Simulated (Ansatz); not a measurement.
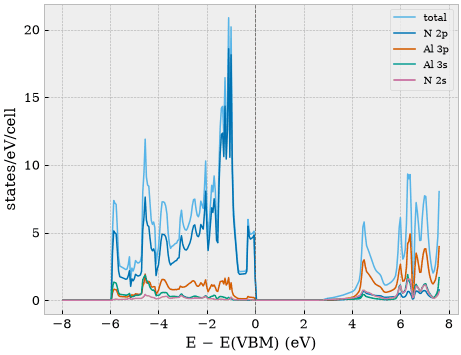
Figure: Total and projected density of states of AlN in space group Pm-3n (No. 223; Al on 6d, N on 6c), the program Ansatz at the PBE level (PAW)

**Question.** Which orbitals carry the states next to the gap?

**Answer.** Top 1 eV of the valence band: N 2p 91 %, Al 3p 5 %. Bottom 1 eV of the conduction band: N 2s 31 %, Al 3s 30 %, Al 3p 17 %, N 2p 9 %, outside the projected shells 13 %. Projections are on Löwdin-orthogonalised atomic valence shells; empty p or d shells of many metals are not among them.

**Question.** Where is the tallest occupied peak in this window, and what makes it?

**Answer.** Near -1.1 eV, about 21 states/eV per cell; the largest projected share is N 2p.

The start of the workflow was typed in or built on a structure type; neither database checked (COD, Materials Project) lists it. It is not the phase usual at ambient conditions (space group No. 186, 216). The PBE relaxation kept the symmetry of its start; whether a distortion lowers the energy is not shown.

Potentials: the earlier of the program's two PAW sets.
